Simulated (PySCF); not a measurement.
## Electronic structure of C₄H₁₀B₂F₂Si (SMILES B/C(=C/C)[SiH2]CB(F)F) in real space

Input file:

```
{"job": {"kind": "nmr", "xc": "PBE0", "basis": "pcSseg-1"}, "charge": 0, "multiplicity": 1}
B     -0.393008     2.298627     0.037800
C     -0.675076     0.800480    -0.228383
C     -1.726188     0.222341     0.383364
C     -2.160641    -1.197300     0.307301
Si     0.535659    -0.167005    -1.316882
C      1.813188    -1.043099    -0.162170
B      2.298397    -0.014630     0.884730
F      1.681886     0.182489     2.042687
F      3.316215     0.809870     0.691872
H      0.470931     2.852235    -0.522827
H     -1.061504     2.892838     0.792745
H     -2.364789     0.834459     1.013584
H     -1.498377    -1.797712    -0.308819
H     -3.170982    -1.249275    -0.100807
H     -2.197982    -1.620582     1.311275
H      1.258524     0.741754    -2.212537
H     -0.072357    -1.226821    -2.139909
H      1.318593    -1.890133     0.306948
H      2.617708    -1.419286    -0.787434
```

Run with:

```sh
OMP_NUM_THREADS=1 python probes_run.py task.json out
```

Geometry: GFN2-xTB.

Level of theory: PBE0/pcSseg-1, SCF density, gas phase, non-relativistic (PySCF).

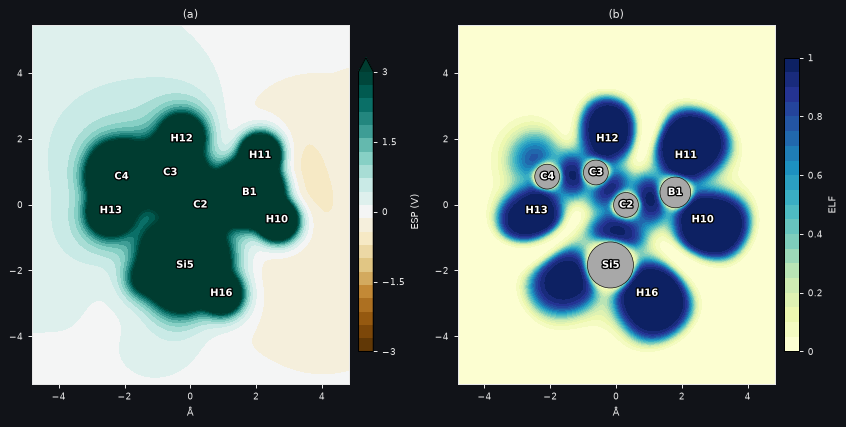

Figure 1. (a) electrostatic potential; (b) ELF on the plane of atoms H10, B1 and H11. Grey discs cover the atomic cores in the ELF map.

> Interpret the plot.

The plane passes through B, C, Si and H nuclei. C–C (1.35 Å): the ELF peaks at about 0.95 between the atoms (a covalent bond). C–B (1.55 Å): the ELF peaks at about 0.95 between the atoms (a shared electron pair). C–Si (1.89 Å): the ELF peaks at about 0.95 between the atoms (a covalent bond). C–H (1.09 Å): the ELF climbs to about 1 towards the hydrogen, as it does in any bond to H; an ordinary covalent bond to hydrogen. C–C (1.49 Å): the ELF peaks at about 0.95 between the atoms (a covalent bond). Outside the dense part of the molecule the potential is most negative (−0.5 V) near H10.

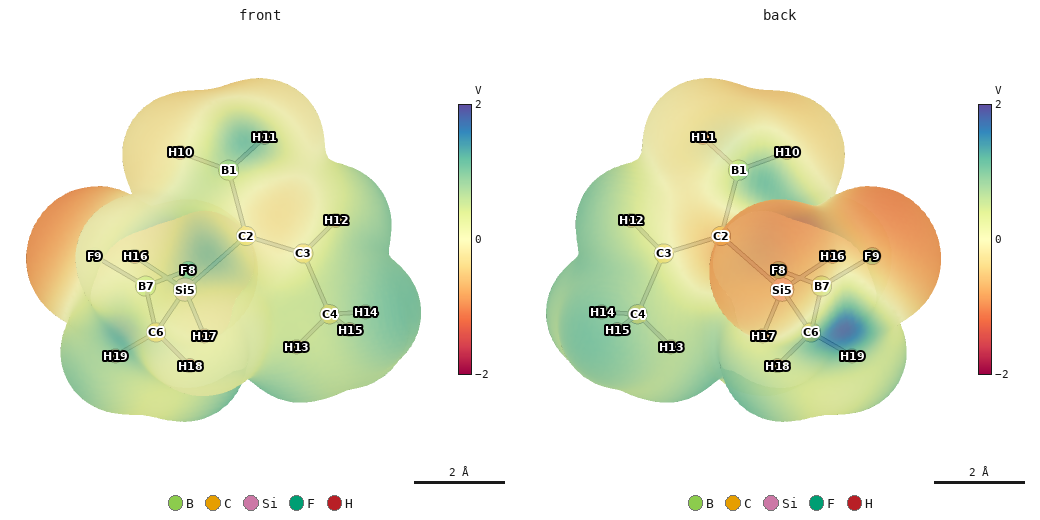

Figure 2. The molecular electrostatic potential painted on the density surface at 0.002 e/bohr³, seen from the front and from behind; red is negative and blue positive.

> Where is the surface potential most negative and most positive?

The most negative region (about −1.0 V) lies over F8 and F9, the most positive (about +1.6 V) over B7.

> How polar is the molecule by this calculation?

Its dipole moment is 3.51 D.
